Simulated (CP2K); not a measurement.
**C2H3F (SMILES C=CF): Pade/SZV-MOLOPT-SR-GTH (core potential)**

What is the vertical ionisation energy of C2H3F at Pade/SZV-MOLOPT-SR-GTH (core potential)? 

The calculation is run with CP2K 2026.2.

2 further runs of the same task are left out: 2 set aside as unsound or not needed.

## 1. Starting point

C2H3F has 6 atoms, charge 0, and is taken as a singlet. SMILES: `C=CF`. The shape is that of a PBE0-D4/def2-TZVP optimisation.

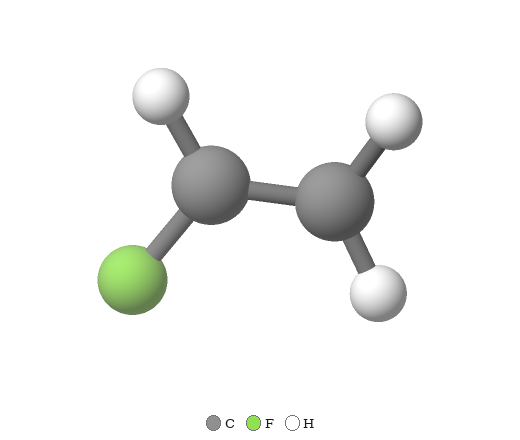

The structure, seen from a chosen angle (carbon grey, fluorine green, hydrogen white).

## 2. The energy at Pade/SZV-MOLOPT-SR-GTH (core potential)

The input, run.inp:

```
&GLOBAL
    PROJECT_NAME run
    RUN_TYPE ENERGY
    PRINT_LEVEL MEDIUM
&END GLOBAL

&FORCE_EVAL
    METHOD QUICKSTEP
    &DFT
        BASIS_SET_FILE_NAME BASIS_MOLOPT
        POTENTIAL_FILE_NAME GTH_POTENTIALS
        CHARGE 0
        MULTIPLICITY 1
        &QS
            METHOD GPW
            EPS_DEFAULT 1.0E-10
        &END QS
        &MGRID
            CUTOFF 400
            REL_CUTOFF 50
            NGRIDS 4
        &END MGRID
        &POISSON
            PERIODIC NONE
            POISSON_SOLVER MULTIPOLE
        &END POISSON
        &SCF
            SCF_GUESS ATOMIC
            EPS_SCF 1.0E-06
            MAX_SCF 50
            &OT ON
                MINIMIZER DIIS
                PRECONDITIONER FULL_ALL
            &END OT
            &OUTER_SCF
                EPS_SCF 1.0E-06
                MAX_SCF 8
            &END OUTER_SCF
        &END SCF
        &XC
            &XC_FUNCTIONAL PADE
            &END XC_FUNCTIONAL
        &END XC
        ! extra output
        &PRINT
            &MOMENTS
                PERIODIC F
                REFERENCE COM
                MAX_MOMENT 1
            &END MOMENTS
            &MO_CUBES
                NLUMO 3
                NHOMO -1
                WRITE_CUBE F
            &END MO_CUBES
            &HIRSHFELD OFF
            &END HIRSHFELD
        &END PRINT
    &END DFT
    &SUBSYS
        ! box in angstrom
        &CELL
            ABC [angstrom] 9.1 9.2 8.6
            PERIODIC NONE
        &END CELL
        &COORD
            C     -0.536200     0.076400    -0.442800
            C      0.490000    -0.016300     0.376600
            F      0.966200    -1.192400     0.795500
            H     -1.043900    -0.803300    -0.816600
            H     -0.880200     1.054100    -0.749700
            H      1.046100     0.817400     0.790700
        &END COORD
        &TOPOLOGY
            &CENTER_COORDINATES
            &END CENTER_COORDINATES
        &END TOPOLOGY
        &KIND C
            BASIS_SET SZV-MOLOPT-SR-GTH-q4
            POTENTIAL GTH-PADE-q4
        &END KIND
        &KIND F
            BASIS_SET SZV-MOLOPT-SR-GTH-q7
            POTENTIAL GTH-PADE-q7
        &END KIND
        &KIND H
            BASIS_SET SZV-MOLOPT-SR-GTH-q1
            POTENTIAL GTH-PADE-q1
        &END KIND
    &END SUBSYS
&END FORCE_EVAL
```

On the command line:

```sh
$ OMP_NUM_THREADS=1 cp2k.psmp run.inp > run.out
```

Log (excerpt; [...] marks lines left out):

```text
CP2K| version string:                                       CP2K version 2026.2
[...]
 GLOBAL| Method name                                                        CP2K
[...]
 GLOBAL| Run type                                                         ENERGY
[...]
 DFT| Spin restricted Kohn-Sham (RKS) calculation                            RKS
 DFT| Multiplicity                                                             1
[...]
 DFT| Charge                                                                   0
[...]
 FUNCTIONAL| PADE:
 QS| Method:                                                                 GPW
[...]
 QS| Density cutoff [a.u.]:                                                200.0
[...]
 QS| Relative density cutoff [a.u.]:                                        25.0
[...]
                             - Atoms:                                          6
[...]
                             - Spherical basis functions:                     15
[...]
 Number of electrons:                                                         18
[...]
     1 OT DIIS     0.15E+00    0.6     0.38018785       -36.3776577995 -3.64E+01
[...]
    17 OT DIIS     0.15E+00    0.6     0.00000040       -37.2091314881 -1.58E-11
  *** SCF run converged in    17 steps ***
[...]
  Overlap energy of the core charge distribution:               0.00000508815918
  Self energy of the core charge distribution:                -93.36381510039581
  Core Hamiltonian energy:                                     27.96927059945109
  Hartree energy:                                              37.21408765251341
  Exchange-correlation energy:                                 -9.02867972779311
  Total energy:                                               -37.20913148806524
[...]
                     Mulliken Population Analysis
 #  Atom  Element  Kind  Atomic population                           Net charge
       1     C        1          4.245280                             -0.245280
       2     C        1          3.888735                              0.111265
       3     F        2          7.297065                             -0.297065
       4     H        3          0.857897                              0.142103
       5     H        3          0.857173                              0.142827
       6     H        3          0.853850                              0.146150
 # Total charge                             18.000000                 -0.000000
[...]
  Dipole moment [Debye]
    X= -0.7380412E+00 Y=  0.1597731E+01 Z= -0.6416717E+00  Total=      1.8732840
[...]
 HOMO - LUMO gap [eV] :    6.577765
 ENERGY| Total FORCE_EVAL ( QS ) energy [hartree]            -37.209131488065239
[...]
```

It took 14 s on 1 thread of AMD EPYC, shared host; peak memory 0.66 GiB.

## 3. The doublet cation at the same level

The input, mol.inp:

```
&GLOBAL
  PROJECT_NAME mol
  RUN_TYPE ENERGY
  PRINT_LEVEL MEDIUM
&END GLOBAL

&FORCE_EVAL
  METHOD QS
  &DFT
    BASIS_SET_FILE_NAME BASIS_MOLOPT
    POTENTIAL_FILE_NAME GTH_POTENTIALS
    CHARGE 1
    MULTIPLICITY 2
    UKS T
    &QS
      METHOD GPW
      EPS_DEFAULT 1.0E-10
    &END QS
    &MGRID
      CUTOFF 400
      REL_CUTOFF 50
      NGRIDS 4
    &END MGRID
    &POISSON
      PERIODIC NONE
      POISSON_SOLVER MULTIPOLE
    &END POISSON
    &SCF
      SCF_GUESS ATOMIC
      EPS_SCF 1.0E-06
      MAX_SCF 30
      &OT ON
        MINIMIZER DIIS
        PRECONDITIONER FULL_ALL
      &END OT
      &OUTER_SCF
        EPS_SCF 1.0E-06
        MAX_SCF 10
      &END OUTER_SCF
    &END SCF
    &XC
      &XC_FUNCTIONAL PADE
      &END XC_FUNCTIONAL
    &END XC
    &PRINT
      &MOMENTS
        PERIODIC F
        REFERENCE COM
        MAX_MOMENT 1
      &END MOMENTS
      &MO_CUBES
        NLUMO 1
        NHOMO -1
        WRITE_CUBE F
      &END MO_CUBES
      &HIRSHFELD OFF
      &END HIRSHFELD
    &END PRINT
  &END DFT
  &SUBSYS
    &CELL
      ABC [angstrom] 9.1 9.2 8.6
      PERIODIC NONE
    &END CELL
    &COORD
      C     -0.536200     0.076400    -0.442800
      C      0.490000    -0.016300     0.376600
      F      0.966200    -1.192400     0.795500
      H     -1.043900    -0.803300    -0.816600
      H     -0.880200     1.054100    -0.749700
      H      1.046100     0.817400     0.790700
    &END COORD
    &TOPOLOGY
      &CENTER_COORDINATES
      &END CENTER_COORDINATES
    &END TOPOLOGY
    &KIND C
      BASIS_SET SZV-MOLOPT-SR-GTH-q4
      POTENTIAL GTH-PADE-q4
    &END KIND
    &KIND F
      BASIS_SET SZV-MOLOPT-SR-GTH-q7
      POTENTIAL GTH-PADE-q7
    &END KIND
    &KIND H
      BASIS_SET SZV-MOLOPT-SR-GTH-q1
      POTENTIAL GTH-PADE-q1
    &END KIND
  &END SUBSYS
&END FORCE_EVAL
```

On the command line:

```sh
$ OMP_NUM_THREADS=1 cp2k.psmp mol.inp > mol.out
```

Log (excerpt; [...] marks lines left out):

```text
CP2K| version string:                                       CP2K version 2026.2
[...]
 GLOBAL| Method name                                                        CP2K
[...]
 GLOBAL| Run type                                                         ENERGY
[...]
 DFT| Spin unrestricted (spin-polarized) Kohn-Sham calculation               UKS
 DFT| Multiplicity                                                             2
[...]
 DFT| Charge                                                                   1
[...]
 FUNCTIONAL| PADE:
 QS| Method:                                                                 GPW
[...]
 QS| Density cutoff [a.u.]:                                                200.0
[...]
 QS| Relative density cutoff [a.u.]:                                        25.0
[...]
                             - Atoms:                                          6
[...]
                             - Spherical basis functions:                     15
[...]
 Number of electrons:                                                          9
[...]
     1 OT DIIS     0.15E+00    1.3     0.16445587       -35.9730175873 -3.60E+01
[...]
    20 OT DIIS     0.15E+00    1.6     0.00000085       -36.8025543497 -6.24E-11
  *** SCF run converged in    20 steps ***
[...]
  Overlap energy of the core charge distribution:               0.00000508815918
  Self energy of the core charge distribution:                -93.36381510039581
  Core Hamiltonian energy:                                     26.58641287040275
  Hartree energy:                                              38.47144711246454
  Exchange-correlation energy:                                 -8.49660432034749
  Total energy:                                               -36.80255434971684
[...]
  Dipole moment [Debye]
    X= -0.2181100E+01 Y=  0.3183827E+01 Z= -0.1843494E+01  Total=      4.2769646
[...]
 HOMO - LUMO gap [eV] :    1.919536
 ENERGY| Total FORCE_EVAL ( QS ) energy [hartree]            -36.802554349716843
[...]
```

It took 37 s on 1 thread of AMD EPYC, shared host; peak memory 0.72 GiB.

## 4. Summary of results

At Pade/SZV-MOLOPT-SR-GTH (core potential):

| quantity | value |
| --- | --- |
| singlet C2H3F: total energy | -37.20913 Eh |
| singlet C2H3F: dipole moment | 1.87 D |
| singlet C2H3F: HOMO energy | -6.19 eV |
| singlet C2H3F: LUMO energy | 0.39 eV |
| singlet C2H3F: HOMO–LUMO gap | 6.58 eV |
| doublet cation: total energy | -36.80255 Eh |
| doublet cation: HOMO energy (highest over α and β) | -17.05 eV |
| doublet cation: LUMO energy (lowest over α and β) | -15.88 eV |
| doublet cation: ⟨S²⟩ | 0.751 |
| vertical ionisation energy (to the doublet cation) | 11.064 eV |

Removing an electron at fixed nuclei costs 11.06 eV (1067 kJ/mol). The negative HOMO energy of the first species, 6.19 eV, lies 4.87 eV below that difference. In a minimal basis such a difference can be off by several eV, whatever the method.
